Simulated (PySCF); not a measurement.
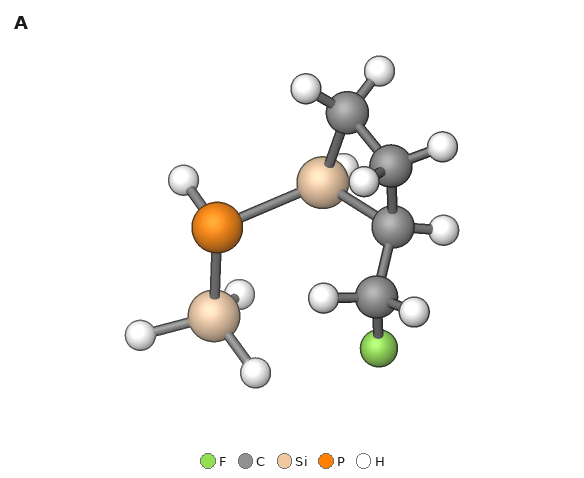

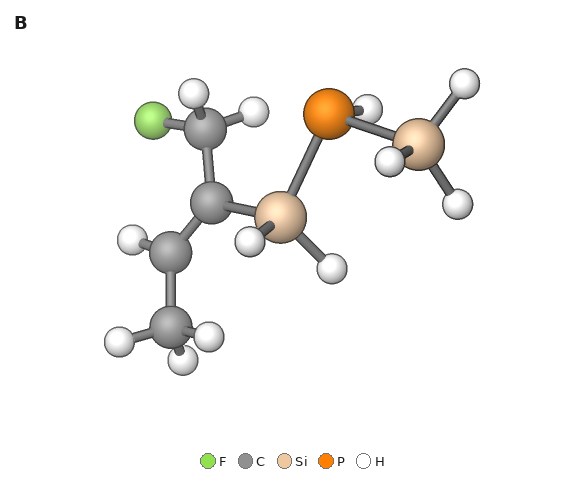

2 stationary structures of one formula. Geometries: GFN2-xTB. Electronic energies: PBE0/pcSseg-1 (PySCF 2.14.0), without zero-point energy. No frequency run is at hand to confirm each as a minimum. Each is one conformer, not always the lowest.

> How are they related?

They are constitutional isomers of C4H12FPSi2: A `FC[C@@H]1CC[Si@@H]1P[SiH3]`, B `C/C=C(/CF)[SiH2]P[SiH3]`.

> Which is lowest in energy, and by how much?

A is lowest; B lies 6.0 kcal/mol above it.

The geometry is semi-empirical. Around P, Si such bond lengths and angles can be off by a tenth of an ångström or more and by several degrees, and values that hang on the shape move with them.
